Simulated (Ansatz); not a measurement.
# SmMn2Ge2 (Cm): from the cell to its phonons

The cell of SmMn2Ge2 (Cm) is at rest. What are its phonons?

Main program and level: Ansatz 0.2.0; DFT PBEsol, scalar-relativistic, plane waves, PAW; PAW set soft_1.

In doubt: a part-filled 4f shell, where there is one, can sit in one of many states (step 2), so energies may not be the lowest and differences between runs may mislead; derivatives with an open 4f shell can jump between states (step 2), which bears on forces and vibrations.

**1. Set-up**

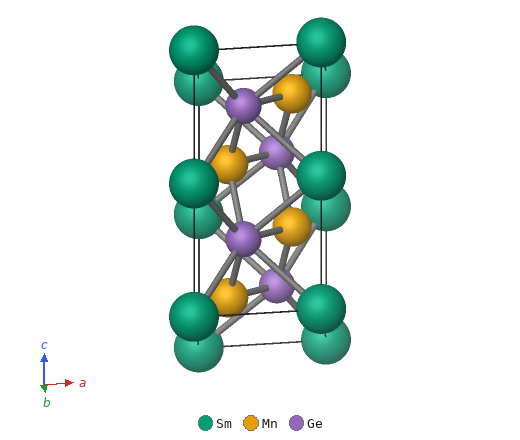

The starting structure, seen from a free direction (samarium teal, manganese orange, germanium purple). Some periodic images of atoms are drawn too.

**2. Modes at Γ**

The cell comes from relaxations at this level that are not shown. The zone centre is the only wavevector solved here; it holds the modes that light can see, as far as symmetry allows. No field response is asked, since the mesh shows no gap.

The input, input.yaml:

```yaml
crystal:
  lattice:
    - [-3.9601137281, 0.0, 0.0]
    - [-1.980056864, 1.9872985226, -5.3831659168]
    - [0.0, -7.9845780497, -0.0133177545]
  atoms:
    - { symbol: Sm, position: [-0.0017862133, 0.0035724265, 0.5025857947], spin: -6.03 }
    - { symbol: Sm, position: [-0.0017861098, 0.0035722195, 0.0025869211], spin: 6.03 }
    - { symbol: Mn, position: [0.2514492157, 0.4971015687, 0.1233329899], spin: -2.57 }
    - { symbol: Mn, position: [0.2514490444, 0.4971019112, 0.6233330417], spin: 2.57 }
    - { symbol: Mn, position: [0.7500266118, 0.4999467764, 0.3748745096], spin: -2.57 }
    - { symbol: Mn, position: [0.750026649, 0.499946702, 0.8748744625], spin: 2.57 }
    - { symbol: Ge, position: [0.6218447254, 0.7563105493, 0.1889903422] }
    - { symbol: Ge, position: [0.6218446558, 0.7563106884, 0.6889903472] }
    - { symbol: Ge, position: [0.3784657176, 0.2430685647, 0.3102158386] }
    - { symbol: Ge, position: [0.3784657033, 0.2430685933, 0.8102157524] }
kpoints:
  mp_grid: { grid: [12, 12, 6] }
hamiltonian:
  xc: pbesol
  pseudopotentials: { kind: paw, azcp: { folder: soft_1 }, xc_functional: pbe }
scf:
  occupations: { method: gaussian, width: 0.15 }
output:
  eigenvalues: true
  populations: true
magnetization:
  spin_polarized: true
phonons:
  method: dfpt
```

Run with:

```bash
ansatz run input.yaml --threads 16 --pin off --max-ram 61440MiB --backend cuda --events-out ev --progress --plain --runs-dir out --max-vram 78GiB
```

Numbers of over 12 decimals in the logs are rounded to 6 here.

What it wrote:

```text
Warning: where an SCF of this run starts from atoms to list the orders of its open shells, Sm (site 0, from 0) starts with -5.24 μB on its 4f shell and -0.76 μB on its 5d shell, in the place of the -6.03 μB that the deck gives it: its open shells can hold no more by Hund's first rule. To start from spheres of the given moment, type scf.initial_density.shell_occupations: []
Warning: where an SCF of this run starts from atoms to list the orders of its open shells, Sm (site 1, from 0) starts with 5.24 μB on its 4f shell and 0.76 μB on its 5d shell, in the place of the 6.03 μB that the deck gives it: its open shells can hold no more by Hund's first rule. To start from spheres of the given moment, type scf.initial_density.shell_occupations: []
Sm: projections on atomic orbitals take those of the free atom [Kr 4d10] 4f6 5s2 5p6 5d0 6s2, of charge +0.00 (hamiltonian.pseudopotentials.projection_atoms); the dataset's partial waves leave at most 5.4e-4 of an orbital's norm unspanned inside its sphere
zone centre: on kpoints.mp_grid the ground state, and the responses unless they are solved on pairs of k-points, stand on 242 of the mesh's 864 k-points, reduced under 2 symmetry operations, with k and −k counted as one. Each operation leaves every solved displacement unchanged or reverses it
Engine: ansatz 0.2.0, aarch64-unknown-linux-gnu
Pseudopotentials: kind: paw
Pseudopotential: Sm, paw, valence charge 16, recommended cutoff 420 eV (normal), soft_1/Sm.paw.azcp
Pseudopotential: Mn, paw, valence charge 15, recommended cutoff 420 eV (normal), soft_1/Mn.paw.azcp
Pseudopotential: Ge, paw, valence charge 14, recommended cutoff 420 eV (normal), soft_1/Ge.paw.azcp
Functional definition: PBEsol
  exchange = pbesol_x
  correlation = pbesol_c
Crystal: 10 atoms, lattice volume = 170.320 Å³
Basis set: ecut = 420 eV, 3313 PW (Γ), exchange–correlation on 90×90×108 points (8 copies of the dense FFT grid, shifted against one another)
Bands: 103, of which v1, the nominal top of the filled ones, is band 74 counted from 1 (73 counted from 0)
Symmetry: 2 space group operations
Space group: Cm (ITA 8), of the structure as read, at distance tolerance 5.5e-5 Å
Magnetic group: BNS 8.35 (UNI 42), of the structure as read, at distance tolerance 5.5e-5 Å
k-points: 242 of 864 (time reversal used)
Non-local potential: Sm, projectors of the file, l = 0: 3, l = 1: 2, l = 2: 2, l = 3: 3
Non-local potential: Mn, projectors of the file, l = 0: 3, l = 1: 2, l = 2: 3, l = 3: 1
Non-local potential: Ge, projectors of the file, l = 0: 2, l = 1: 2, l = 2: 3, l = 3: 1
PAW form: soft (Blöchl's): semilocal exchange-correlation on the pseudo side does not see the compensation charge
PAW frozen core: Sm, regenerated for the run's functional, and the local potential with it (the file was generated under x = pbe(κ = 0.804, μ = 0.219515), c = pbe(β = 0.066725))
PAW frozen core: Mn, regenerated for the run's functional, and the local potential with it (the file was generated under x = pbe(κ = 0.804, μ = 0.219515), c = pbe(β = 0.066725))
PAW frozen core: Ge, regenerated for the run's functional, and the local potential with it (the file was generated under x = pbe(κ = 0.804, μ = 0.219515), c = pbe(β = 0.066725))
PAW one-centre angular grid: Sm, 590 points (default); XC on 64 Gauss nodes
PAW one-centre angular grid: Mn, 590 points (default); XC on 64 Gauss nodes
PAW one-centre angular grid: Ge, 590 points (default); XC on 64 Gauss nodes
Initial density: superposition of atomic densities (chi_scale 0.1, normalization cell, long waves kept (reshape's long-wave potential 0.00 eV rms))
Starting moments: Σ|m| = 22.34 μB on 6 of 10 sites
Starting magnetic order: antiferromagnet; a translation exchanges its spin sublattices: spin-degenerate at every k-point
Initial wavefunctions: pseudopotential atomic-orbital guess
[...]
Functional: x = pbesol(κ = 0.804, μ = 0.123457), c = pbesol(β = 0.046)
SCF 1 converged in 26 iterations: F = -48783.216510 eV  dr2 = 2.77e-8
  greatest PAW one-centre occupation: 1.000 electrons in one spin orbital (limit 2), on the Mn atom at site 4 (counted from 0), in its partial waves of l = 1
[...]
SCF 2 converged in 12 iterations: F = -48783.216510 eV  dr2 = 1.69e-12
[...]
SCF converged after 12 iterations
[...]
k-point 1 ↑: bands = ["-65.5956", "-65.5845", "-63.0171", "-63.0057", "-34.5426", "-34.5334", "-34.4912", "-34.4755", "-34.4208", "-34.3882", "-32.0223", "-31.9980", "-31.9711", "-31.9117", "-31.9074", "-31.8708", "-25.2912", "-22.8146", "-9.7067", "-9.6990", "-9.6687", "-9.6618", "-9.6596", "-9.6565", "-9.6115", "-9.6065", "-9.6038", "-9.6005", "-9.5974", "-9.5896", "-9.5891", "-9.5835", "-9.5746", "-9.5740", "-9. [...]
  k-point 2 ↑: bands = ["-65.5956", "-65.5845", "-63.0171", "-63.0057", "-34.5426", "-34.5334", "-34.4912", "-34.4755", "-34.4208", "-34.3882", "-32.0223", "-31.9980", "-31.9711", "-31.9118", "-31.9074", "-31.8708", "-25.2912", "-22.8146", "-9.7067", "-9.6991", "-9.6687", "-9.6618", "-9.6596", "-9.6566", "-9.6115", "-9.6064", "-9.6038", "-9.6007", "-9.5971", "-9.5898", "-9.5889", "-9.5832", "-9.5748", "-9.5741", "-9. [...]
  k-point 241 ↓: bands = ["-65.5917", "-65.5882", "-63.0114", "-63.0113", "-34.5548", "-34.5166", "-34.5086", "-34.4717", "-34.4137", "-34.3901", "-32.0202", "-32.0134", "-31.9531", "-31.9357", "-31.8947", "-31.8674", "-25.2788", "-22.7988", "-9.7049", "-9.6973", "-9.6739", "-9.6658", "-9.6625", "-9.6584", "-9.6147", "-9.6078", "-9.6035", "-9.5994", "-9.5936", "-9.5897", "-9.5858", "-9.5777", "-9.5759", "-9.5718", "- [...]
--- Phonons (Γ-DFPT): 30 representative perturbations + reference (Σ response iterations 352) ---
  ASR residual: 9.460e-5 → 0.000e0 eV/Å²; symmetrization residual: 1.393e-5 eV/Å²
  ASR residual per site (eV/Å²): 2.54e-5 3.51e-5 9.46e-5 5.52e-5 1.30e-5 3.44e-5 1.93e-5 1.92e-5 2.85e-5 2.84e-5
  Γ frequencies (cm⁻¹): 0.00 0.00 0.00 82.09 85.31 92.95 104.83 107.03 107.71 108.67 114.85 114.95 126.91 128.89 144.02 147.77 181.55 201.49 222.15 229.42 239.85 257.69 260.53 263.46 269.23 269.25 269.30 272.23 273.83 275.02
  non-analytic LO–TO correction: not included (Born effective charges unavailable; polar crystals: no LO–TO splitting at Γ)
--- Löwdin populations: 10 sites ---
  site symbol       q [e]    m [muB]
     0     Sm     16.1975    -5.7212
     1     Sm     16.1975     5.7212
     2     Mn     14.3091    -2.5812
     3     Mn     14.3091     2.5812
     4     Mn     14.3120    -2.5725
     5     Mn     14.3120     2.5725
     6     Ge     14.4248     0.0828
     7     Ge     14.4248    -0.0828
     8     Ge     14.4147     0.1031
     9     Ge     14.4147    -0.1031
  spilling = 0.004620 (of n_electrons = 148.000000)
```

Wall time 8.6 min (1 × NVIDIA GB200 with 16 threads of Arm Neoverse V2, shared host); peak memory 16 GiB; 45 min of CPU time.

Numbers from this step:

```
absolute magnetization                                  : 21.84 μB
volume per atom                                         : 17.03 Å³
gap on the k-mesh                                       : 0 eV
sum-rule residual before enforcement                    : 9.46e-5 eV/Å²
point group                                             : m
highest optical mode at the zone centre (no LO-TO term) : 275.0 cm⁻¹
lowest optical zone-centre mode                         : 82.09 cm⁻¹
```

Patterns of degenerate modes are one choice out of their space. The modes at Γ (shares of kinetic energy by element, %):

| mode | frequency (cm⁻¹) | symmetry | Sm % | Mn % | Ge % |
| --- | --- | --- | --- | --- | --- |
| 1 | 0.0 | acoustic | 37 | 27 | 36 |
| 2 | 0.0 | acoustic | 37 | 27 | 36 |
| 3 | 0.0 | acoustic | 37 | 27 | 36 |
| 4 | 82.1 | A' | 78 | 6 | 16 |
| 5 | 85.3 | A' | 10 | 34 | 56 |
| 6 | 93.0 | A'' | 5 | 41 | 54 |
| 7 | 104.8 | A'' | 2 | 41 | 57 |
| 8 | 107.0 | not assigned | 77 | 8 | 15 |
| 9 | 107.7 | not assigned | 95 | 2 | 3 |
| 10 | 108.7 | not assigned | 3 | 39 | 59 |
| 11 | 114.8 | not assigned | 0 | 42 | 58 |
| 12 | 115.0 | not assigned | 60 | 16 | 24 |
| 13 | 126.9 | A' | 62 | 20 | 17 |
| 14 | 128.9 | A'' | 61 | 22 | 17 |
| 15 | 144.0 | A' | 26 | 35 | 39 |
| 16 | 147.8 | A' | 1 | 26 | 73 |
| 17 | 181.6 | A' | 5 | 30 | 65 |
| 18 | 201.5 | A' | 0 | 1 | 99 |
| 19 | 222.2 | A' | 0 | 98 | 2 |
| 20 | 229.4 | A' | 0 | 73 | 27 |
| 21 | 239.8 | A' | 2 | 73 | 26 |
| 22 | 257.7 | A' | 0 | 52 | 48 |
| 23 | 260.5 | A'' | 0 | 52 | 48 |
| 24 | 263.5 | A'' | 0 | 57 | 43 |
| 25 | 269.2 | not assigned | 0 | 62 | 38 |
| 26 | 269.2 | not assigned | 0 | 59 | 41 |
| 27 | 269.3 | not assigned | 0 | 57 | 43 |
| 28 | 272.2 | not assigned | 1 | 53 | 46 |
| 29 | 273.8 | not assigned | 0 | 58 | 42 |
| 30 | 275.0 | not assigned | 0 | 60 | 39 |

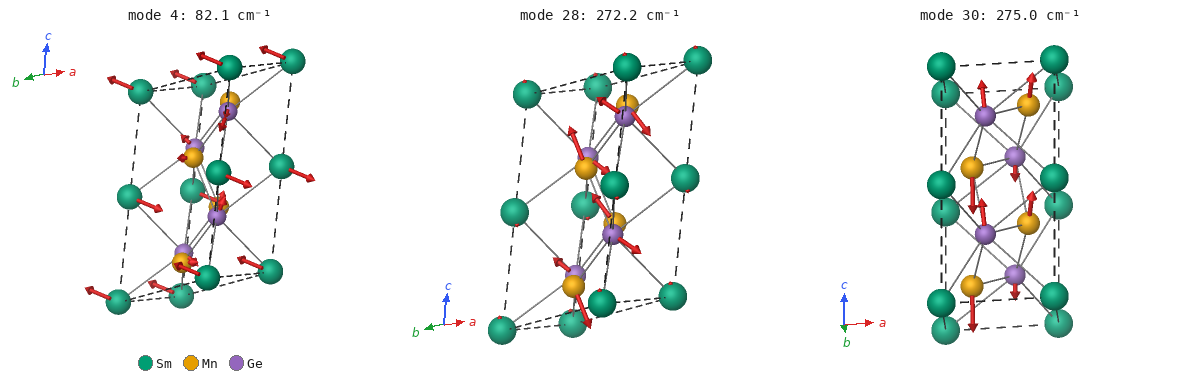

Displacement patterns of modes 4, 28 and 30 at Γ; arrows are exaggerated. Some periodic images of atoms are drawn too.

Before it was imposed, the acoustic sum rule was missed by 9.5e-5 eV/Å². Small misses are needed for a sound result but don't prove that mesh and cutoff are converged. The lowest optical mode is real, 82.1 cm⁻¹.

**3. Isotope substitution**

An isotope changes the mass and not the force constants, so no new electronic calculation is needed; the shifts show which modes move this element.

The same force constants with the mass of Ge changed from 72.630 to 75.921 u (phonopy, no LO-TO term). Both lists are sorted by frequency; levels can cross, so a row need not hold one and the same mode. Modes under 3 cm⁻¹ are left out. Isotope shifts, by row:

| q | rank | natural mass (cm⁻¹) | changed mass (cm⁻¹) |
| --- | --- | --- | --- |
| 0 0 0 | 4 | 82.09 | 81.76 |
| 0 0 0 | 5 | 85.31 | 84.28 |
| 0 0 0 | 6 | 92.95 | 91.84 |
| 0 0 0 | 7 | 104.8 | 103.5 |
| 0 0 0 | 8 | 107 | 106.7 |
| 0 0 0 | 9 | 107.7 | 107.2 |
| 0 0 0 | 10 | 108.7 | 107.7 |
| 0 0 0 | 11 | 114.8 | 113.4 |
| 0 0 0 | 12 | 115 | 114.3 |
| 0 0 0 | 13 | 126.9 | 126.4 |
| 0 0 0 | 14 | 128.9 | 128.4 |
| 0 0 0 | 15 | 144 | 142.8 |
| 0 0 0 | 16 | 147.8 | 145.4 |
| 0 0 0 | 17 | 181.6 | 178.9 |
| 0 0 0 | 18 | 201.5 | 197.1 |
| 0 0 0 | 19 | 222.2 | 222.1 |
| 0 0 0 | 20 | 229.4 | 228.1 |
| 0 0 0 | 21 | 239.8 | 238.6 |
| 0 0 0 | 22 | 257.7 | 255 |
| 0 0 0 | 23 | 260.5 | 257.8 |
| 0 0 0 | 24 | 263.5 | 261 |
| 0 0 0 | 25 | 269.2 | 266.8 |
| 0 0 0 | 26 | 269.2 | 266.9 |
| 0 0 0 | 27 | 269.3 | 267 |
| 0 0 0 | 28 | 272.2 | 269.5 |
| 0 0 0 | 29 | 273.8 | 271.3 |
| 0 0 0 | 30 | 275 | 272.7 |

A mode of this element alone would shift by -2.19 %. The highest zone-centre frequency without the field goes from 275.0 to 272.7 cm⁻¹ (-0.9 %). The product of the frequency ratios over all optical modes at Γ is 0.785; the product rule, (m/m′)^(3k/2) (M′/M)^(3/2) with k = 4 such atoms and M the mass of the cell, gives 0.785.

**4. Results**

- space group (within 0.01 Å): Cm
- volume per atom: 17.0 Å³
- electronic character: no gap on this mesh
- highest optical mode at the zone centre (no LO-TO term): 275 cm⁻¹
- lowest optical zone-centre mode: 82.1 cm⁻¹
- imaginary modes at Γ (the only wavevector solved): none
- net magnetic moment of the cell as run: 1.4e-6 μB

What this shows: No mode at the zone centre of the cell as run is imaginary. The optical modes at Γ span 82 to 275 cm⁻¹. No dispersion was computed. The magnetic order is imposed (antiferromagnetic, q = (0.5, 0, 0), in the reciprocal basis of the primitive cell) and the runs use its cell of 10 atoms, a multiple of the chemical cell, so that Γ here also holds zone-boundary modes of the chemical cell; it can lower the symmetry of the database entry. The magnetic state is the one that the run reached from its starting moments; a lower one was not ruled out. With no gap, or one that is small against the smearing, the frequencies hang on the k mesh and the smearing, most of all near Kohn anomalies. The 4f shell is treated without a U, so valence and screening may be off. Spin-orbit coupling is left out, which can matter for the heavy elements here. The PAW files were made for PBE and serve the other functionals too. These are harmonic frequencies at zero temperature: anharmonic shifts, linewidths and thermal expansion are left out.

[Logs are printed without paths, hosts, clocks, repeated set-up lines and the standing remarks that a program may print on its own settings, such as how far it seeks lower states.]

[Hosts, paths, dates, database ids (printed as entryN), source tags and the programs' standing remarks are cut or masked in the printed files.]
